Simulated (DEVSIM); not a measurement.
System: illuminated Ge n-on-p cell, one wavelength, with a back-surface field, at 350 K.

```csv
layer (left to right),material,thickness (μm),Nd (cm⁻³),Na (cm⁻³),τn (s),τp (s),absorption coefficient (cm⁻¹)
1,Ge,0.960,3.3e17,-,2.6e-8,4.1e-8,1400
2,Ge,290,-,8e16,5.8e-7,5.8e-7,1400
3,Ge,2.00,-,3.3e18,5.8e-7,5.8e-7,1400
```

Left contact: ohmic, minority hole recombination velocity 4e5 cm/s. Right contact: ohmic, minority electron recombination velocity 1000 cm/s. Voltage is applied to the left contact. Recombination: SRH at mid-gap, radiative, Auger. Light enters at the left, 2e18 photons cm⁻² s⁻¹, one pass, no reflection. Mobility is constant in doping.

This is a model device: material constants are rounded textbook-type values typed into the input, and sizes, dopings and lifetimes were drawn at random. Values at 300 K; Nc and Nv go as T^1.5, mobilities as T to minus their exponent, the gap by Varshni's rule with the affinity fixed.

```tsv
parameter	Ge
gap (eV)	0.664
affinity (eV)	4
permittivity	16
Nc (cm⁻³)	1.04e19
Nv (cm⁻³)	6e18
μn (cm²/Vs)	3900
μp (cm²/Vs)	1900
T exponent of μn	1.66
T exponent of μp	2.33
B (cm³/s)	6.4e-14
Cn (cm⁶/s)	1e-31
Cp (cm⁶/s)	1e-31
Varshni α (eV/K)	0.000477
Varshni β (K)	235
```

Simulated with DEVSIM: 1D drift-diffusion, Boltzmann statistics, complete ionisation; no tunnelling, impact ionisation, image-force lowering or self-heating.

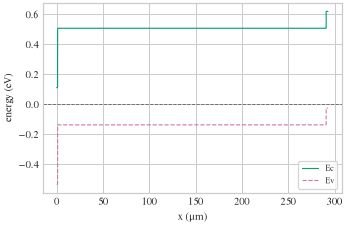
*Band edges at zero bias, in the dark*

Energies count from the Fermi level of the right contact; mesh points crowd at the junctions.

```json
[
 {"x (μm)": "0.000", "Ec (eV)": "0.111", "Ev (eV)": "-0.533", "n (cm⁻³)": "3.3e17", "p (cm⁻³)": "1.6e11", "field (V/cm)": "≈ 0"},
 {"x (μm)": "0.06918", "Ec (eV)": "0.111", "Ev (eV)": "-0.533", "n (cm⁻³)": "3.3e17", "p (cm⁻³)": "1.6e11", "field (V/cm)": "≈ 0"},
 {"x (μm)": "0.3140", "Ec (eV)": "0.111", "Ev (eV)": "-0.533", "n (cm⁻³)": "3.3e17", "p (cm⁻³)": "1.6e11", "field (V/cm)": "≈ 0"},
 {"x (μm)": "0.7780", "Ec (eV)": "0.111", "Ev (eV)": "-0.533", "n (cm⁻³)": "3.3e17", "p (cm⁻³)": "1.6e11", "field (V/cm)": "≈ 0"},
 {"x (μm)": "0.9476", "Ec (eV)": "0.145", "Ev (eV)": "-0.499", "n (cm⁻³)": "1.1e17", "p (cm⁻³)": "4.9e11", "field (V/cm)": "32000"},
 {"x (μm)": "0.9974", "Ec (eV)": "0.406", "Ev (eV)": "-0.239", "n (cm⁻³)": "1.9e13", "p (cm⁻³)": "2.8e15", "field (V/cm)": "36000"},
 {"x (μm)": "1.182", "Ec (eV)": "0.507", "Ev (eV)": "-0.137", "n (cm⁻³)": "6.5e11", "p (cm⁻³)": "8.0e16", "field (V/cm)": "≈ 0"},
 {"x (μm)": "2.417", "Ec (eV)": "0.507", "Ev (eV)": "-0.137", "n (cm⁻³)": "6.5e11", "p (cm⁻³)": "8.0e16", "field (V/cm)": "≈ 0"},
 {"x (μm)": "6.869", "Ec (eV)": "0.507", "Ev (eV)": "-0.137", "n (cm⁻³)": "6.5e11", "p (cm⁻³)": "8.0e16", "field (V/cm)": "≈ 0"},
 {"x (μm)": "23.75", "Ec (eV)": "0.507", "Ev (eV)": "-0.137", "n (cm⁻³)": "6.5e11", "p (cm⁻³)": "8.0e16", "field (V/cm)": "≈ 0"},
 {"x (μm)": "92.33", "Ec (eV)": "0.507", "Ev (eV)": "-0.137", "n (cm⁻³)": "6.5e11", "p (cm⁻³)": "8.0e16", "field (V/cm)": "≈ 0"},
 {"x (μm)": "253.3", "Ec (eV)": "0.507", "Ev (eV)": "-0.137", "n (cm⁻³)": "6.5e11", "p (cm⁻³)": "8.0e16", "field (V/cm)": "≈ 0"},
 {"x (μm)": "281.2", "Ec (eV)": "0.507", "Ev (eV)": "-0.137", "n (cm⁻³)": "6.5e11", "p (cm⁻³)": "8.0e16", "field (V/cm)": "≈ 0"},
 {"x (μm)": "288.5", "Ec (eV)": "0.507", "Ev (eV)": "-0.137", "n (cm⁻³)": "6.5e11", "p (cm⁻³)": "8.0e16", "field (V/cm)": "≈ 0"},
 {"x (μm)": "290.6", "Ec (eV)": "0.507", "Ev (eV)": "-0.137", "n (cm⁻³)": "6.5e11", "p (cm⁻³)": "8.0e16", "field (V/cm)": "≈ 0"},
 {"x (μm)": "290.9", "Ec (eV)": "0.508", "Ev (eV)": "-0.136", "n (cm⁻³)": "6.4e11", "p (cm⁻³)": "8.2e16", "field (V/cm)": "430"},
 {"x (μm)": "291.0", "Ec (eV)": "0.583", "Ev (eV)": "-0.061", "n (cm⁻³)": "5.3e10", "p (cm⁻³)": "9.9e17", "field (V/cm)": "70000"},
 {"x (μm)": "291.0", "Ec (eV)": "0.619", "Ev (eV)": "-0.025", "n (cm⁻³)": "1.6e10", "p (cm⁻³)": "3.3e18", "field (V/cm)": "≈ 0"},
 {"x (μm)": "291.4", "Ec (eV)": "0.619", "Ev (eV)": "-0.025", "n (cm⁻³)": "1.6e10", "p (cm⁻³)": "3.3e18", "field (V/cm)": "≈ 0"},
 {"x (μm)": "292.4", "Ec (eV)": "0.619", "Ev (eV)": "-0.025", "n (cm⁻³)": "1.6e10", "p (cm⁻³)": "3.3e18", "field (V/cm)": "≈ 0"},
 {"x (μm)": "292.8", "Ec (eV)": "0.619", "Ev (eV)": "-0.025", "n (cm⁻³)": "1.6e10", "p (cm⁻³)": "3.3e18", "field (V/cm)": "≈ 0"},
 {"x (μm)": "293.0", "Ec (eV)": "0.619", "Ev (eV)": "-0.025", "n (cm⁻³)": "1.6e10", "p (cm⁻³)": "3.3e18", "field (V/cm)": "≈ 0"}
]
```
